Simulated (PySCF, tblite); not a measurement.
# C3H4ClF3Si: geometry, infrared bands and NMR shifts

What infrared bands and NMR shifts should C3H4ClF3Si (`FC(F)=C(F)C[SiH2]Cl`) show?

The runs use tblite 0.8.0 and PySCF 2.14.0, with density-fitted response routines of our own; the level of theory stands in each step. All values are computed, except where a source is named. Atoms count from 0, in the outputs and in this text.

### Step 1. The molecule as given

12 atoms, charge 0, multiplicity 1; geometry from: force field or distance geometry start.

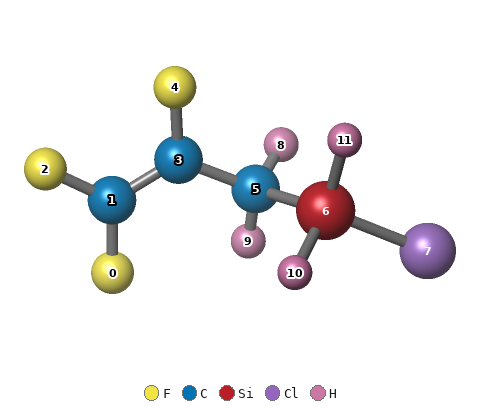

As it starts; fluorine yellow, carbon blue, silicon red, chlorine purple, hydrogen pink, atoms numbered.

### Step 2. Optimising the geometry with GFN2-xTB

What the job is given:

```
{"job": {"kind": "relax", "xc": "GFN2-xTB", "basis": "xTB"}, "charge": 0, "multiplicity": 1}
F     -2.120800    -1.143600    -0.771200
C     -2.086500    -0.133100     0.121500
F     -3.127600     0.080000     0.945500
C     -0.991600     0.637600     0.223800
F     -1.000800     1.626900     1.154700
C      0.222500     0.478300    -0.632300
Si     1.722100    -0.147400     0.280600
Cl     3.291600    -0.329800    -1.024600
H      0.461000     1.454600    -1.066100
H      0.014800    -0.190700    -1.468900
H      1.467600    -1.499400     0.856700
H      2.148800     0.783800     1.354300
```

Run with:

```bash
OMP_NUM_THREADS=1 python probes_run.py task.json out
```

The driver reads the jobs from task.json and runs them one after another.

What it wrote:

```text
step      E/eV     max force
  0    -787.76780    1.932
  1    -787.87208    0.965
  2    -787.92830    0.781
  3    -787.95078    0.533
  4    -787.96849    0.399
  5    -787.97605    0.221
  6    -787.97843    0.183
  7    -787.98112    0.158
  8    -787.98199    0.094
  9    -787.98262    0.064
 10    -787.98321    0.095
 11    -787.98386    0.118
 12    -787.98433    0.081
 13    -787.98465    0.046
 14    -787.98493    0.054
 15    -787.98520    0.057
 16    -787.98544    0.045
 17    -787.98567    0.039
 18    -787.98592    0.050
 19    -787.98624    0.070
 20    -787.98652    0.061
 21    -787.98670    0.036
 22    -787.98678    0.031
 23    -787.98686    0.028
 24    -787.98697    0.038
 25    -787.98712    0.043
 26    -787.98727    0.035
 27    -787.98739    0.028
 28    -787.98746    0.031
 29    -787.98754    0.028
 30    -787.98763    0.029
 31    -787.98773    0.024
 32    -787.98781    0.019
 33    -787.98785    0.016
 34    -787.98788    0.014
 35    -787.98791    0.012
 36    -787.98793    0.014
 37    -787.98794    0.009
```

Run time: 0.27 s. Hardware: 1 thread of Arm Neoverse V1, shared host.

Step by step: (not every step is listed)

| step | energy from step 0 (eV) | largest force (eV/Å) |
| --- | --- | --- |
| 0 | 0.0000 | 1.9315 |
| 1 | -0.1043 | 0.9654 |
| 2 | -0.1605 | 0.7807 |
| 3 | -0.1830 | 0.5326 |
| 4 | -0.2007 | 0.3986 |
| 5 | -0.2083 | 0.2207 |
| 6 | -0.2106 | 0.1831 |
| 7 | -0.2133 | 0.1582 |
| 8 | -0.2142 | 0.0943 |
| 10 | -0.2154 | 0.0947 |
| 12 | -0.2165 | 0.0805 |
| 14 | -0.2171 | 0.0537 |
| 16 | -0.2176 | 0.0455 |
| 18 | -0.2181 | 0.0496 |
| 20 | -0.2187 | 0.0606 |
| 22 | -0.2190 | 0.0308 |
| 24 | -0.2192 | 0.0376 |
| 26 | -0.2195 | 0.0351 |
| 28 | -0.2197 | 0.0308 |
| 30 | -0.2198 | 0.0293 |
| 32 | -0.2200 | 0.0188 |
| 33 | -0.2201 | 0.0163 |
| 34 | -0.2201 | 0.0143 |
| 35 | -0.2201 | 0.0121 |
| 36 | -0.2201 | 0.0142 |
| 37 | -0.2201 | 0.0087 |

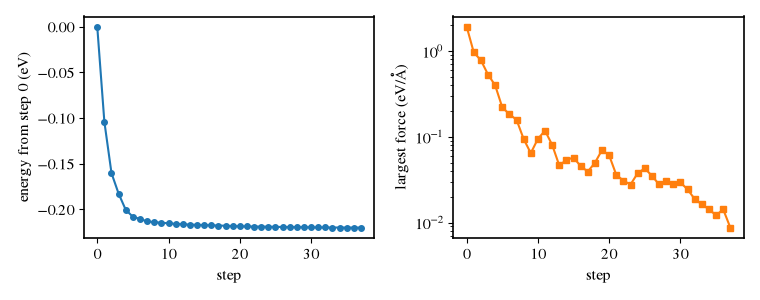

Energy and force, step by step.

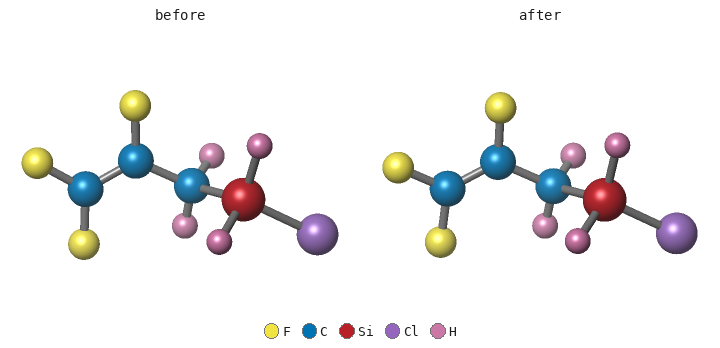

The geometry before (left) and after (right).

Distances of close pairs at the start and the end, largest changes first:

| bond | before (Å) | after (Å) | change (Å) |
| --- | --- | --- | --- |
| C5–Si6 | 1.864 | 1.926 | +0.062 |
| Si6–Cl7 | 2.049 | 2.007 | -0.042 |
| Si6–H10 | 1.491 | 1.460 | -0.032 |
| Si6–H11 | 1.484 | 1.458 | -0.026 |
| C1–F2 | 1.345 | 1.327 | -0.017 |
| C1–C3 | 1.343 | 1.327 | -0.016 |
| F0–C1 | 1.349 | 1.333 | -0.016 |
| C3–C5 | 1.494 | 1.479 | -0.015 |

The end geometry stands in the next job.

### Step 3. Vibrational analysis with GFN2-xTB

What the job is given:

```
{"job": {"kind": "ir", "xc": "GFN2-xTB", "basis": "xTB"}, "charge": 0, "multiplicity": 1}
F     -2.210428    -1.110411    -0.730328
C     -2.048310    -0.124242     0.151874
F     -3.104093    -0.027950     0.950670
C     -0.959659     0.633293     0.186922
F     -0.889549     1.605454     1.120840
C      0.233517     0.495007    -0.675906
Si     1.745615    -0.161714     0.319944
Cl     3.265232    -0.316873    -0.982431
H      0.477315     1.475833    -1.088839
H     -0.002098    -0.170290    -1.504841
H      1.412671    -1.476727     0.858971
H      2.080986     0.795747     1.367097
```

What it wrote:

```text
mode    cm-1     km/mol
  1      33.1      2.60
  2      40.1      0.12
  3      83.9      3.08
  4     140.6      3.96
  5     180.7      7.71
  6     194.2      1.20
  7     319.2      6.57
  8     395.9     10.20
  9     445.3      6.63
 10     459.9     25.20
 11     464.2     19.87
 12     521.6     49.16
 13     541.2     14.48
 14     560.7      4.50
 15     693.8    354.41
 16     715.8    152.22
 17     768.5     50.91
 18     770.2    163.73
 19     798.1     23.37
 20    1026.1    227.97
 21    1150.1    102.33
 22    1196.6    204.07
 23    1213.6    142.03
 24    1234.3    157.98
 25    1432.0      6.61
 26    1787.0     46.35
 27    2286.8    251.61
 28    2312.0    114.37
 29    2974.7     19.30
 30    3016.0     13.32
```

Run time: 0.43 s. Hardware: 1 thread of Arm Neoverse V1, shared host.

Which atoms move in the most intense modes:

| cm⁻¹ | km/mol | atoms |
| --- | --- | --- |
| 694 | 354.4 | Si6 23 %, H11 22 %, H10 19 %, C5 17 % |
| 716 | 152.2 | C5 34 %, H10 25 %, H11 22 % |
| 770 | 163.7 | H10 42 %, H11 32 % |
| 1026 | 228.0 | H9 28 %, C3 20 %, F4 14 %, H8 11 % |
| 1197 | 204.1 | C1 72 %, F2 13 %, F0 13 % |
| 1214 | 142.0 | H9 51 %, C5 21 %, H8 20 % |
| 1234 | 158.0 | C3 64 %, C5 18 % |
| 2287 | 251.6 | H10 79 %, H11 17 % |

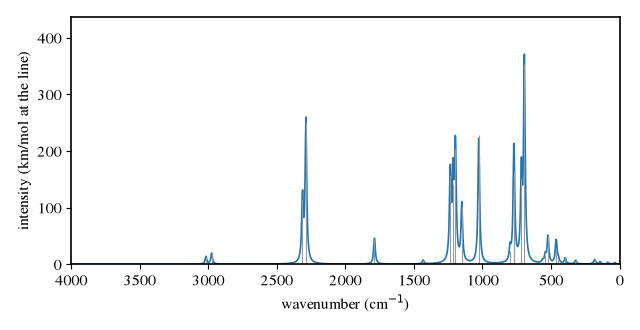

The infrared spectrum from these modes, unscaled. Lines are broadened to a width of 14 cm⁻¹ (Lorentzian).

### Step 4. Nuclear shieldings: PBE0/pcSseg-1

The job, as its differences from that of step 3:

```diff
@@ -1,2 +1,2 @@
-{"job": {"kind": "ir", "xc": "GFN2-xTB", "basis": "xTB"}, "charge": 0, "multiplicity": 1}
+{"job": {"kind": "nmr", "xc": "PBE0", "basis": "pcSseg-1"}, "charge": 0, "multiplicity": 1}
 F     -2.210428    -1.110411    -0.730328
```

With the program's defaults for keys left out, this is: GIAO PBE0/pcSseg-1 NMR shielding, non-relativistic, gas phase.

What it wrote:

```text
coarse grid: 12248 points
cycle   1  E = -1165.0331667586  dE =  1.115e+00  |g| = 7.519e-01  |ddm| = 3.218e+00
cycle   2  E = -1164.9301798521  dE =  1.030e-01  |g| = 1.110e+00  |ddm| = 1.253e+00
cycle   3  E = -1165.1306821754  dE = -2.005e-01  |g| = 8.908e-02  |ddm| = 7.811e-01
cycle   4  E = -1165.1318895175  dE = -1.207e-03  |g| = 4.303e-02  |ddm| = 1.093e-01
cycle   5  E = -1165.1322483505  dE = -3.588e-04  |g| = 9.979e-03  |ddm| = 4.398e-02
cycle   6  E = -1165.1322621387  dE = -1.379e-05  |g| = 4.151e-03  |ddm| = 1.013e-02
cycle   7  E = -1165.1322656199  dE = -3.481e-06  |g| = 7.828e-04  |ddm| = 3.986e-03
final grid: 113600 points
cycle   8  E = -1165.1962254922  dE = -3.943e-05  |g| = 7.539e-03  |ddm| = 2.233e-02
cycle   9  E = -1165.1962134495  dE =  1.204e-05  |g| = 1.105e-02  |ddm| = 1.335e-02
cycle  10  E = -1165.1962366707  dE = -2.322e-05  |g| = 1.049e-03  |ddm| = 7.905e-03
cycle  11  E = -1165.1962368372  dE = -1.666e-07  |g| = 3.367e-04  |ddm| = 1.026e-03
cycle  12  E = -1165.1962368605  dE = -2.331e-08  |g| = 1.149e-04  |ddm| = 3.434e-04
cycle  13  E = -1165.1962368630  dE = -2.490e-09  |g| = 3.343e-05  |ddm| = 1.135e-04
cycle  14  E = -1165.1962368633  dE = -2.333e-10  |g| = 7.219e-06  |ddm| = 3.026e-05
converged SCF energy = -1165.1962368633

GIAO shielding tensors (ppm)
atom      isotropic    diamagn.    paramagn.     s11        s22        s33       span
  0 F      295.478     475.140    -179.661    248.454    300.767    337.215     88.761
  1 C       20.280     250.627    -230.346    -39.818     43.956     56.702     96.519
  2 F      277.201     469.840    -192.639    253.462    286.179    291.961     38.500
  3 C       51.669     252.644    -200.975     11.869     61.236     81.903     70.034
  4 F      354.613     472.911    -118.298    288.360    367.902    407.577    119.217
  5 C      166.229     253.753     -87.524    149.308    161.381    187.998     38.690
  6 Si     367.086     877.393    -510.307    337.680    353.287    410.290     72.609
  7 Cl    1005.772    1147.406    -141.634    971.891    994.490   1050.936     79.045
  8 H       29.408      29.687      -0.279     24.802     28.851     34.572      9.771
  9 H       29.488      31.423      -1.935     24.653     30.074     33.738      9.085
 10 H       26.626      28.348      -1.721     22.673     25.887     31.318      8.645
 11 H       26.407      27.961      -1.554     21.847     26.108     31.267      9.420
```

Wall time 25 s (1 thread of Arm Neoverse V1, shared host); peak memory 0.75 GiB.

Shifts follow as δ = σ(reference) − σ, with reference shieldings (ppm) from runs at the same level and on the same kind of geometry: 1H TMS 31.72, 13C TMS 186.9, 29Si TMS 349.2, 19F CFCl3 170.9, 35Cl HCl 950. The references are single molecules in the gas phase, so shifts against H2O, NH3, PH3, H3PO4 or CFCl3 are not on the usual liquid scales and can be off by tens of ppm. Atoms listed in one row are averaged.

| atoms | environment | σ (ppm) | δ (ppm) | δ scaled to CDCl3 |
| --- | --- | --- | --- | --- |
| C1 | fully substituted alkene carbon | 20.3 | 166.6 | 160.7 |
| C3 | fully substituted alkene carbon | 51.7 | 135.3 | 130.1 |
| C5 | allylic sp3 CH2 bonded to Si | 166.2 | 20.7 | 18.3 |
| H10, H11 | hydrogen on a silicon bonded to C, Cl | 26.52 | 5.20 | – |
| H8, H9 | hydrogen on an allylic sp3 CH2 bonded to Si | 29.45 | 2.27 | 2.24 |
| F2 | vinylic fluorine | 277.2 | -106.3 | – |
| F0 | vinylic fluorine | 295.5 | -124.5 | – |
| F4 | vinylic fluorine | 354.6 | -183.7 | – |
| Si6 | silicon bonded to C, Cl, 2 H | 367.1 | -17.9 | – |
| Cl7 | chlorine bonded to Si | 1006 | -56 | – |

The scaled column applies a straight-line fit of computed shieldings to shifts measured in CDCl3, with any fitted terms for Cl, Br or S neighbours, and one for carbons that bear F (root-mean-square error 0.16 ppm for H, 1.9 ppm for C).

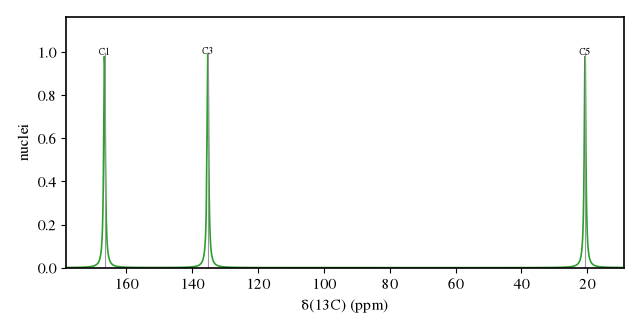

13C lines at the computed shifts, without couplings. Lines are broadened to a width of 0.58 ppm (Lorentzian).

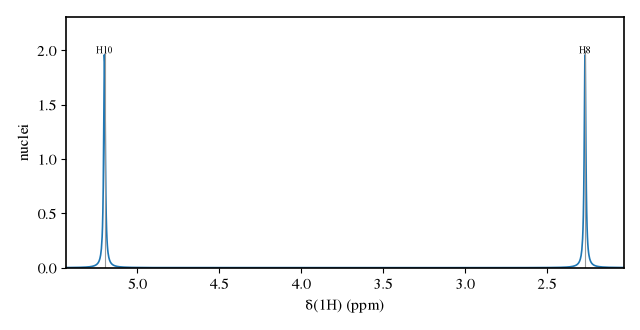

1H lines at the computed shifts, without couplings. Lines are broadened to a width of 0.01 ppm (Lorentzian).

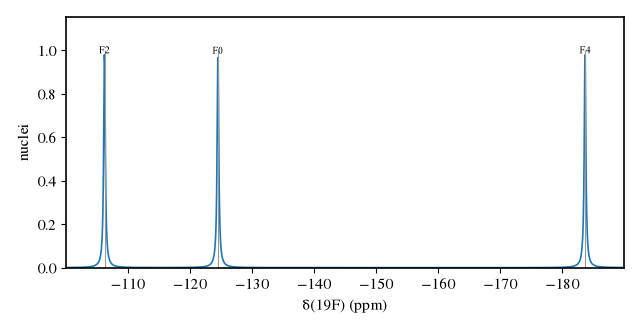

19F lines at the computed shifts, without couplings. Lines are broadened to a width of 0.31 ppm (Lorentzian).

Charges from the same density, by scheme (e):

| atoms | Mulliken | IAO | Hirshfeld | ESP fit |
| --- | --- | --- | --- | --- |
| F0 | -0.25 | -0.25 | -0.07 | -0.13 |
| C1 | 0.54 | 0.49 | 0.14 | 0.28 |
| F2 | -0.24 | -0.23 | -0.07 | -0.13 |
| C3 | 0.07 | 0.19 | 0.04 | 0.05 |
| F4 | -0.27 | -0.27 | -0.08 | -0.14 |
| C5 | -0.50 | -0.57 | -0.17 | -0.36 |
| Si6 | 0.71 | 0.82 | 0.35 | 0.40 |
| Cl7 | -0.31 | -0.30 | -0.11 | -0.19 |

Mulliken charges:

| atom | value (e) |
| --- | --- |
| F0 | -0.25 |
| C1 | 0.54 |
| F2 | -0.24 |
| C3 | 0.07 |
| F4 | -0.27 |
| C5 | -0.50 |
| Si6 | 0.71 |
| Cl7 | -0.31 |
| H8 | 0.18 |
| H9 | 0.17 |
| H10 | -0.06 |
| H11 | -0.05 |

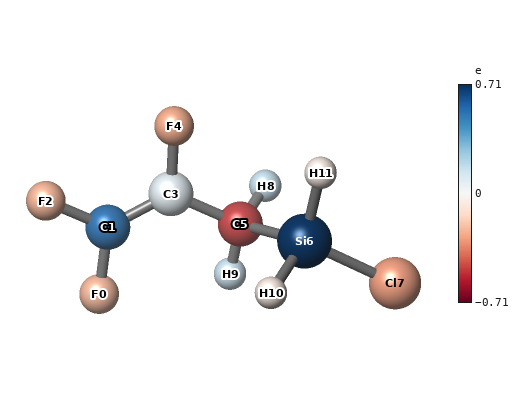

Mulliken charges, as colours on the atoms.

Mayer bond orders: F0–C1 1.00, C1–F2 1.01, C1–C3 1.73, C3–F4 0.95, C3–C5 1.02, C5–Si6 0.87, Si6–Cl7 0.98.

### Step 5. What came out

```
                                                              quantity                       value
                             strongest single infrared mode (GFN2-xTB)        694 cm⁻¹, 354 km/mol
                                          zero-point energy (GFN2-xTB)               39.7 kcal/mol
                                13C shifts against TMS (PBE0/pcSseg-1)      166.6, 135.3, 20.7 ppm
1H shifts against TMS (PBE0/pcSseg-1, means over atoms taken as alike)              5.20, 2.27 ppm
                              19F shifts against CFCl3 (PBE0/pcSseg-1)  -106.3, -124.5, -183.7 ppm
                               29Si shifts against TMS (PBE0/pcSseg-1)                   -17.9 ppm
                               35Cl shifts against HCl (PBE0/pcSseg-1)                     -56 ppm
```

**Reading.** Relaxing lowered the energy by 0.220 eV in 37 steps; the close pair that moved most is C5–Si6, from 1.864 to 1.926 Å. No mode is imaginary among the 30: a minimum at this level. The strongest single mode, at 694 cm⁻¹, is spread over several atoms, Si6, H11, H10, C5 among them. Unscaled tight-binding wavenumbers are off by several per cent, some by more. Its intensities can rank the bands wrongly. At PBE0/pcSseg-1: Shielding is most anisotropic at F4 (span 119 ppm, paramagnetic term -118 ppm).
